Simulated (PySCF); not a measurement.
**C7H6FNSi: density, localisation and related maps**

Input file:

```
{"job": {"kind": "nmr", "xc": "PBE0", "basis": "pcSseg-1"}, "charge": 0, "multiplicity": 1}
C      3.053195    -1.145080    -0.530187
C      2.452046    -0.133245    -0.744291
C      1.761508     1.124205    -0.969786
F      2.682675     2.143110    -1.151594
C      0.860683     1.491872     0.221597
C     -0.195049     0.517969     0.385960
C     -1.070906    -0.302332     0.496909
Si    -2.417880    -1.543170     0.696456
C     -3.996950    -0.568480     0.459964
N     -4.966071     0.024966     0.317830
H      3.564466    -2.044695    -0.357604
H      1.176506     1.071366    -1.899906
H      0.427085     2.480474     0.042213
H      1.468412     1.536029     1.130553
H     -2.363773    -2.554093    -0.361033
H     -2.443545    -2.089951     2.053957
```

Launched as:

```sh
OMP_NUM_THREADS=1 python probes_run.py task.json out
```

Geometry: GFN2-xTB.

The calculation used PBE0/pcSseg-1, SCF density, gas phase, non-relativistic (PySCF 2.14.0).

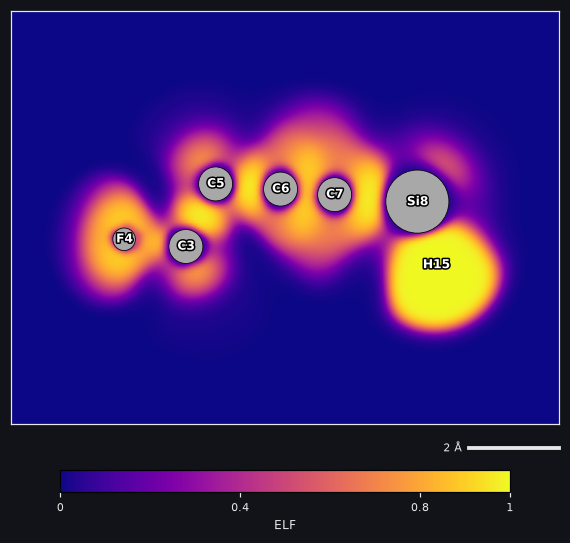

Figure 1. ELF on the plane of atoms C7, Si8 and H15. Grey discs cover the atomic cores.

Describe what can be read from this map.

Answer.
- The section cuts through C, F, Si and H sites.
- C–C (1.21 Å): the ELF peaks at about 0.85 between the atoms: a multiple bond.
- C–F (1.39 Å): the ELF peaks at about 0.85 between the atoms, as expected for a polar covalent bond.
- C–Si (1.84 Å): the ELF peaks at about 0.95 between the atoms; localised, covalent bonding.
- Si–H (1.46 Å): the ELF climbs to about 1 towards the hydrogen, as it does in any bond to H.
- The ELF also peaks beside F4, away from the bonds: lone-pair regions.

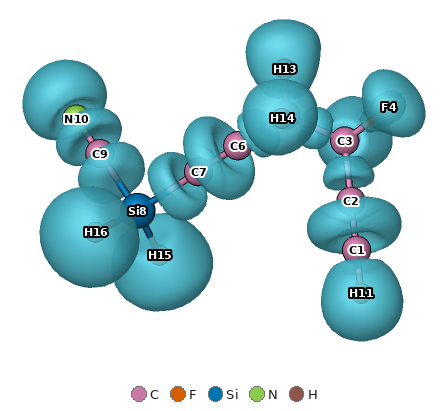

Figure 2. Isosurface of the ELF at 0.75 (cyan), seen at a tilt. Core shells and regions of very low density are left out.

Describe the localisation domains.

Answer. The ELF exceeds this value in five regions between bonded C–C atoms (shared pairs), one region between bonded C–N atoms (shared pairs), two regions between bonded C–Si atoms (shared pairs), six regions around hydrogen nuclei, one region on F in which the atom's valence shell and bonds are merged and one lobe on N, pointing away from the bonds (lone pairs). Along the contacts the grid gives the following. C–N (1.15 Å): the ELF peaks at about 0.85 between the atoms; a short, multiple covalent bond. C–C (1.20 Å): the ELF peaks at about 0.85 between the atoms (a multiple bond).

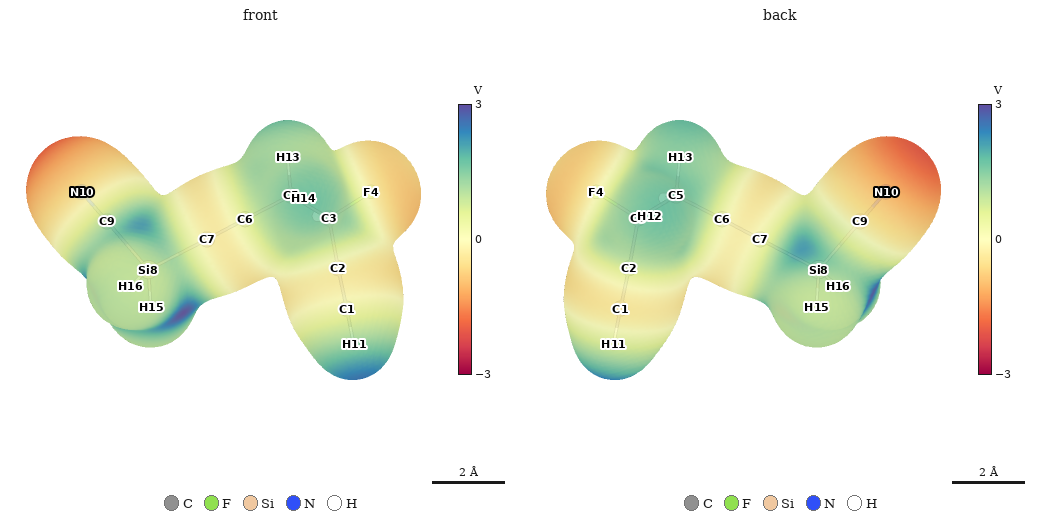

Figure 3. The electrostatic potential painted on the density surface at 0.004 e/bohr³, seen from the front and from behind; red is negative and blue positive.

Which sites attract a positive test charge, and which a negative one?

Answer. A positive charge is drawn to the negative regions and a negative charge to the positive ones. The most negative region (about −1.9 V) lies over N10, the most positive (about +2.7 V) over Si8. N10 is the likeliest acceptor of a hydrogen bond.
